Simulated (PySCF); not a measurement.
## Run report: CH₅F₃OSi₂, NMR shielding calculation

- system: CH₅F₃OSi₂
- method: GIAO PBE0/pcSseg-1 NMR shielding, non-relativistic, gas phase (PySCF 2.14.0)

The geometry comes from this level: GFN2-xTB, MD frame at 250 fs, 600 K. It belongs to a series of runs on one base structure; here: MD frame at 250 fs, 600 K. Figures and captions count atoms from 1; the log counts them from 0 in places.

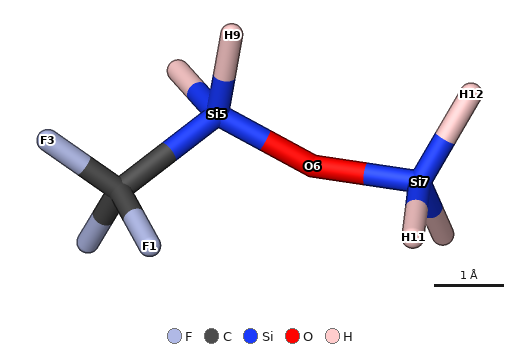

Figure 1. The structure (stick view, seen at a tilt; atoms are numbered from 1 in the order of the input). Bond lengths as drawn: C–F 1.29 to 1.32 Å, C–Si 1.92 Å, H–Si 1.45 to 1.57 Å and O–Si 1.59 to 1.62 Å.

Key numbers

- outcome: converged
- total energy: −994.186155 hartree
- HOMO: −8.76 eV
- LUMO: −0.52 eV
- dipole moment: 2.44 D
- isotropic shielding, F: 265.1 to 270.9 ppm
- isotropic shielding, C: 62.0 ppm
- isotropic shielding, Si: 380.5 to 396.6 ppm
- isotropic shielding, O: 326.5 ppm
- isotropic shielding, H: 24.9 to 27.0 ppm
- hardware: 1 CPU thread, shared host
- wall time: 40 s
- peak memory: 0.73 GiB

Input file
```
{"job": {"kind": "nmr", "xc": "PBE0", "basis": "pcSseg-1", "pop": false}, "charge": 0, "multiplicity": 1}
F     -2.123700     0.264400    -0.837000
C     -1.926400     0.158700     0.465900
F     -2.804100    -0.542000     1.128300
F     -2.089600     1.344700     0.958300
Si    -0.149800    -0.488400     0.803400
O      0.952400     0.111600    -0.168500
Si     2.123600     0.012600    -1.276600
H      0.008000    -0.299700     2.259200
H     -0.070200    -1.937900     0.711200
H      2.816600     1.364100    -0.898500
H      1.300100    -0.042900    -2.562600
H      2.956900    -1.239900    -1.149100
```

The first line tells a small driver script what to run in PySCF; the rest is the geometry in Å.

Command:
```bash
OMP_NUM_THREADS=1 python <driver script> task.json out
```

Output
```
coarse grid: 11784 points
cycle   1  E = -993.9297712692  dE =  1.076e+00  |g| = 1.074e+00  |ddm| = 3.136e+00
cycle   2  E = -993.6483832542  dE =  2.814e-01  |g| = 1.671e+00  |ddm| = 1.602e+00
cycle   3  E = -994.1157343158  dE = -4.674e-01  |g| = 1.250e-01  |ddm| = 1.134e+00
cycle   4  E = -994.1179051071  dE = -2.171e-03  |g| = 7.141e-02  |ddm| = 1.356e-01
cycle   5  E = -994.1186920750  dE = -7.870e-04  |g| = 9.052e-03  |ddm| = 4.044e-02
cycle   6  E = -994.1187060950  dE = -1.402e-05  |g| = 1.590e-03  |ddm| = 8.935e-03
cycle   7  E = -994.1187064701  dE = -3.751e-07  |g| = 6.545e-04  |ddm| = 1.579e-03
final grid: 107944 points
cycle   8  E = -994.1861452692  dE = -2.213e-05  |g| = 7.617e-03  |ddm| = 1.356e-02
cycle   9  E = -994.1861316962  dE =  1.357e-05  |g| = 1.175e-02  |ddm| = 1.161e-02
cycle  10  E = -994.1861547736  dE = -2.308e-05  |g| = 4.586e-04  |ddm| = 7.215e-03
cycle  11  E = -994.1861548032  dE = -2.967e-08  |g| = 2.333e-04  |ddm| = 4.479e-04
cycle  12  E = -994.1861548117  dE = -8.440e-09  |g| = 4.254e-05  |ddm| = 1.273e-04
cycle  13  E = -994.1861548119  dE = -2.278e-10  |g| = 1.166e-05  |ddm| = 3.143e-05
```

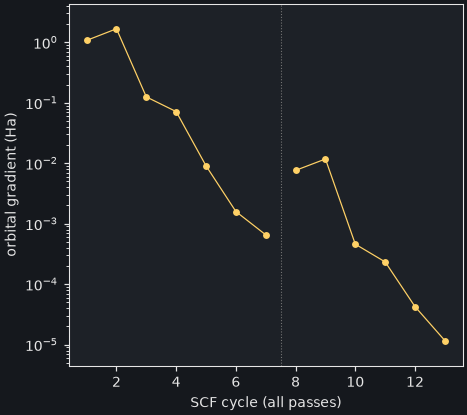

Figure 2. Convergence of the self-consistent field: orbital gradient against the SCF cycle. The dotted line marks the change from a coarse to the final integration grid. The first 7 cycles use a coarse grid, the final grid takes over at cycle 8, and the field converges after 13 cycles in all.

```
converged SCF energy = -994.1861548119

GIAO shielding tensors (ppm)
atom      isotropic    diamagn.    paramagn.     s11        s22        s33       span
  0 F      265.114     476.133    -211.020    169.997    287.664    337.679    167.682
  1 C       62.013     252.384    -190.371     55.338     58.745     71.956     16.619
  2 F      270.886     471.083    -200.196    190.395    296.896    325.368    134.973
  3 F      267.300     473.141    -205.841    186.806    285.068    330.025    143.218
  4 Si     396.600     879.948    -483.347    351.865    375.155    462.781    110.916
  5 O      326.469     398.216     -71.748    246.048    343.372    389.986    143.938
  6 Si     380.467     878.712    -498.245    342.672    356.679    442.051     99.379
  7 H       26.717      28.809      -2.092     23.578     25.618     30.954      7.376
  8 H       26.968      29.914      -2.946     23.541     26.004     31.360      7.819
  9 H       24.897      26.760      -1.863     21.232     23.481     29.978      8.746
 10 H       25.373      28.259      -2.886     21.586     24.656     29.877      8.290
 11 H       25.695      27.705      -2.010     22.765     24.320     30.001      7.236
```

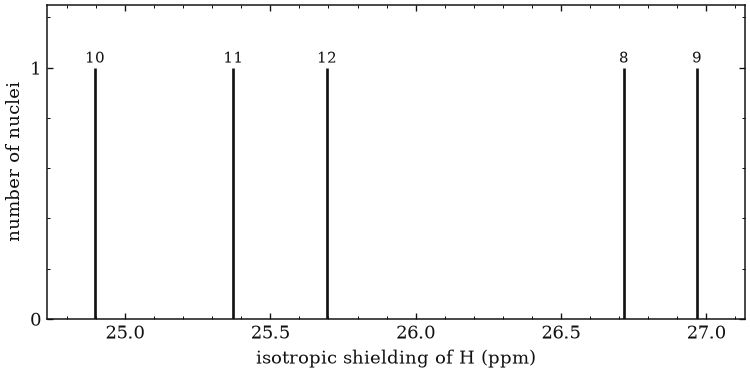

Figure 3. Isotropic shieldings of the hydrogen nuclei in this fixed geometry, labelled by atom number; shielding grows to the right, so chemical shift grows to the left. The least shielded is H10 (24.9 ppm), the most shielded H9 (27.0 ppm).
